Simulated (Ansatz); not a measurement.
# What a change does: single-point calculation on CH$_{8}$BNOSi

System: CH$_{8}$BNOSi, SMILES B[Si](C)(N)O.
Method of the first run: RKS B2PLYP (frozen core)/def2-TZVPP (Ansatz 0.2.0).

The geometry comes from this level: PBE0-D4/def2-TZVP. Text and figures count atoms from 1; the logs count them from 0 in places.

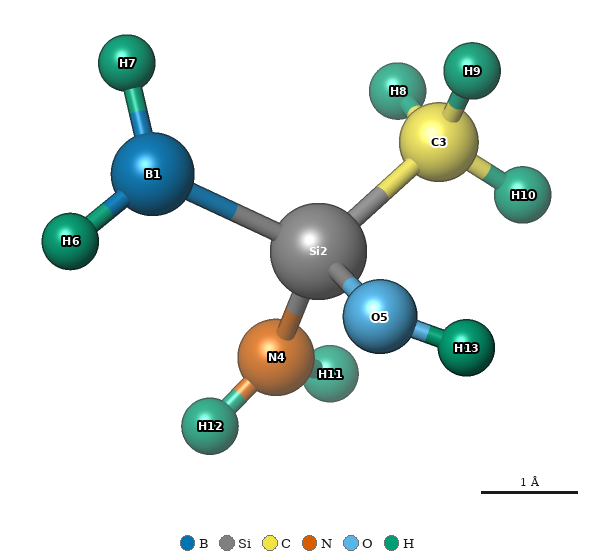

The structure (ball-and-stick view, seen at a tilt; atoms are numbered from 1 in the order of the input).

## Input file, the first run
```yaml
crystal:
  periodic: [false, false, false]
  atoms:
    - {symbol: B, position_ang: [-0.594744, 1.002409, 1.677388]}
    - {symbol: Si, position_ang: [0.260080, 0.119440, 0.095149]}
    - {symbol: C, position_ang: [-0.726934, 0.050633, -1.490780]}
    - {symbol: N, position_ang: [0.469517, -1.519069, 0.571471]}
    - {symbol: O, position_ang: [1.658632, 0.977124, -0.155542]}
    - {symbol: H, position_ang: [-0.025962, 1.015802, 2.732535]}
    - {symbol: H, position_ang: [-1.694953, 1.475417, 1.660623]}
    - {symbol: H, position_ang: [-1.696558, -0.427004, -1.330571]}
    - {symbol: H, position_ang: [-0.907539, 1.056654, -1.876597]}
    - {symbol: H, position_ang: [-0.200093, -0.513164, -2.267528]}
    - {symbol: H, position_ang: [0.374359, -2.294523, -0.062383]}
    - {symbol: H, position_ang: [0.949475, -1.777843, 1.417152]}
    - {symbol: H, position_ang: [2.155121, 0.799325, -0.956217]}
basis:
  gaussian: {orbitals: def2-TZVPP}
hamiltonian: {xc: {name: B2PLYP}}
```

Hardware: 4 threads of Oxide Virtual Turin-like, 27 GiB of memory available, shared host.

## Output (the first run)
```
Functional definition: B2PLYP
  parameter a = 0.53
  parameter c = 0.27
  exchange = (1 - a)*b88_x + a*exact_x
  correlation = (1 - c)*lyp_c + c*(mp2_os + mp2_ss)
1620 factors; integrals over basis functions are off by at most 1.2e-3 eV
mean field evaluation 1: about -13237.7996 eV, gradient 7.2e1 eV
mean field evaluation 2: about -13237.9238 eV, gradient 7.2e1 eV
mean field evaluation 4: about -13247.2631 eV, gradient 6.8e0 eV
mean field evaluation 8: about -13247.3695 eV, gradient 5.6e-1 eV
mean field evaluation 16: about -13247.3702 eV, gradient 2.0e-4 eV
mean field -13247.37015402 eV, -486.8318737704 hartree, gradient 9.4e-6 eV, S^2 0.000000; 0 other end points of the search recorded, 0 dependent functions left out
9 core orbitals not correlated: weight in the atoms' cores, before any rotation towards them, 1.000 or more for the frozen orbitals, at most 0.000 for the correlated occupied ones
reference -13247.37034549 eV, -486.8318808066 hartree; 15, 15 occupied and 254, 254 virtual orbitals, 1620 factors
second order -28.03910992 eV of doubles, -0.00000000 eV of singles
Total energy: -13254.94090517 eV, -487.1100937432 hartree
```

For the second run the input was changed thus:
```diff
-hamiltonian: {xc: {name: B2PLYP}}
+hamiltonian: {xc: {name: PBE-QIDH}}
```

How does the second run compare with the first run?

The total energies belong to different methods, so their difference says nothing on which is more stable or more accurate. The functional changes from B2PLYP to PBE-QIDH.

## Output (the second run)
```
Functional definition: PBE-QIDH
  parameter a = 3^(-1/3)
  parameter c = 1/3
  exchange = (1 - a)*pbe_x + a*exact_x
  correlation = (1 - c)*pbe_c + c*(mp2_os + mp2_ss)
1620 factors; integrals over basis functions are off by at most 1.2e-3 eV
mean field evaluation 1: about -13234.1369 eV, gradient 6.1e1 eV
mean field evaluation 2: about -13234.2955 eV, gradient 6.1e1 eV
mean field evaluation 4: about -13241.1261 eV, gradient 4.5e0 eV
mean field evaluation 8: about -13241.1852 eV, gradient 4.1e-1 eV
mean field evaluation 16: about -13241.1855 eV, gradient 2.1e-4 eV
mean field -13241.18551924 eV, -486.6045926342 hartree, gradient 8.2e-6 eV, S^2 0.000000; 0 other end points of the search recorded, 0 dependent functions left out
9 core orbitals not correlated: weight in the atoms' cores, before any rotation towards them, 1.000 or more for the frozen orbitals, at most 0.000 for the correlated occupied ones
reference -13241.18553402 eV, -486.6045931774 hartree; 15, 15 occupied and 254, 254 virtual orbitals, 1620 factors
second order -26.07208177 eV of doubles, -0.00000000 eV of singles
Total energy: -13249.87622795 eV, -486.9239702883 hartree
```

## The two runs side by side

| quantity | the first run | the second run |
| --- | --- | --- |
| outcome | converged | converged |
| total energy (hartree) | −487.110094 | −486.923970 |
| basis functions | 278 | 278 |
| wall time (shared host) | 8.5 s | 8 s |
